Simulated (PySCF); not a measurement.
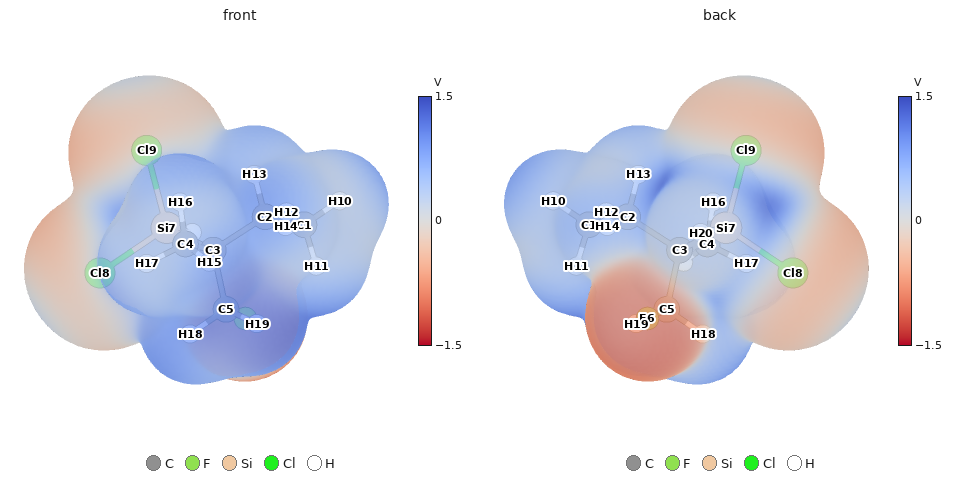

Figure 1: C₅H₁₁Cl₂FSi (SMILES CC[C@](C)(CF)[SiH](Cl)Cl). The electrostatic potential painted on the density surface at 0.002 e/bohr³, seen from the front and from behind; red is negative and blue positive.

Geometry: GFN2-xTB.

Computed with PBE0/pcSseg-1, SCF density, gas phase, non-relativistic (PySCF 2.14.0).

```xyz
20

C     2.2129    0.3948   -0.1153
C     0.7966    0.7993   -0.5146
C    -0.3348   -0.0971    0.0291
C    -0.2065   -0.2963    1.5432
C    -0.2769   -1.4748   -0.6306
F    -0.5471   -1.3799   -1.9778
Si   -2.0319    0.7119   -0.4185
Cl   -3.5189   -0.4864    0.2340
Cl   -2.1562    2.4949    0.5244
H     2.9229    1.0649   -0.5945
H     2.4476   -0.6180   -0.4326
H     2.3561    0.4675    0.9592
H     0.6265    1.8216   -0.1701
H     0.7276    0.8044   -1.6045
H     0.6763   -0.8859    1.7813
H    -0.1277    0.6654    2.0446
H    -1.0734   -0.8215    1.9402
H    -1.0319   -2.1460   -0.2102
H     0.7107   -1.9356   -0.5415
H    -2.1771    0.9275   -1.8487
```

Question: Where is the surface potential most negative and most positive?

Answer: The most negative region (about −0.9 V) lies over F6, the most positive (about +1.1 V) over Si7 and H19.
